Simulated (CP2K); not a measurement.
Consider hexatriene at its PBE geometry (Å).

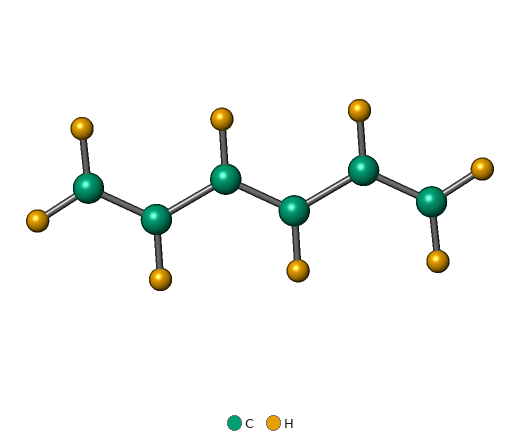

The molecule (carbon teal, hydrogen orange).

```xyz
14

C     0.3462    3.0635    0.0506
C     0.2055    1.8191    0.5519
C     0.0698    0.6272   -0.2528
C    -0.0698   -0.6272    0.2528
C    -0.2055   -1.8191   -0.5519
C    -0.3462   -3.0635   -0.0506
H     0.3650    3.2408   -1.0261
H     0.4449    3.9325    0.6993
H     0.1906    1.6813    1.6372
H     0.0842    0.7598   -1.3393
H    -0.0842   -0.7598    1.3393
H    -0.1906   -1.6813   -1.6372
H    -0.3650   -3.2408    1.0261
H    -0.4449   -3.9325   -0.6993
```

Method: CP2K XAS_TDP, all-electron GAPW, PBEh(45%), aug-cc-pVDZ, TDA, GW2X-corrected core level, no relativity.

Q: Where do the C K-edge lines lie, and how strong are they?

Leading lines: C1 286.33 eV, C2 287.09 eV and C3 286.57 eV. The leading line of an atom is its first one with 35 % of the strongest within 2.5 eV of its lowest line over the strength cut. Core ionisation energies at this level: C2 292.27, C3 292.01 and C1 291.79 eV.

The first six lines of each atom with a strength over 0.0015:

| atom | energy (eV) | states | strength, one atom | above the computed threshold |
| --- | --- | --- | --- | --- |
| C1 (bonded to C and 2 H), 2 alike | 286.33 | 1 | 0.0468 |  |
|  | 289.97 | 1 | 0.0060 |  |
|  | 290.32 | 1 | 0.0150 |  |
|  | 291.45 | 1 | 0.0041 |  |
|  | 291.56 | 2 | 0.0082 |  |
|  | 292.04 | 1 | 0.0029 | yes |
| C2 (bonded to 2 C and H), 2 alike | 287.09 | 1 | 0.0413 |  |
|  | 289.90 | 1 | 0.0153 |  |
|  | 290.47 | 1 | 0.0127 |  |
|  | 291.96 | 1 | 0.0019 |  |
|  | 292.49 | 1 | 0.0050 | yes |
|  | 293.09 | 1 | 0.0049 | yes |
| C3 (bonded to 2 C and H), 2 alike | 286.57 | 1 | 0.0428 |  |
|  | 290.10 | 1 | 0.0104 |  |
|  | 290.28 | 1 | 0.0134 |  |
|  | 291.70 | 1 | 0.0023 |  |
|  | 291.92 | 1 | 0.0029 |  |
|  | 292.11 | 1 | 0.0069 | yes |

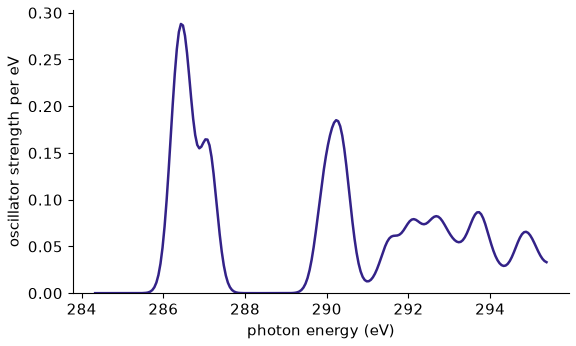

All atoms added, broadened by 0.5 eV.

Lines are vertical, at one geometry, with no vibrational structure. GW2X ionisation energies and lines can be off by 1 to 2 eV either way, and a good line position may hide errors that cancel. These values hold no scalar relativity, about 0.1 eV for C 1s. Rydberg lines, and the discretised continuum above threshold, depend on the basis and the box.

[Banner, clock and machine lines of the logs are left out without a mark of their own.]

[Logs are printed without paths, hosts, clocks, repeated set-up lines and the standing remarks that a program may print on its own settings, such as how far it seeks lower states.]

[Hosts, paths, dates, database ids (printed as entryN), source tags and the programs' standing remarks are cut or masked in the printed files.]
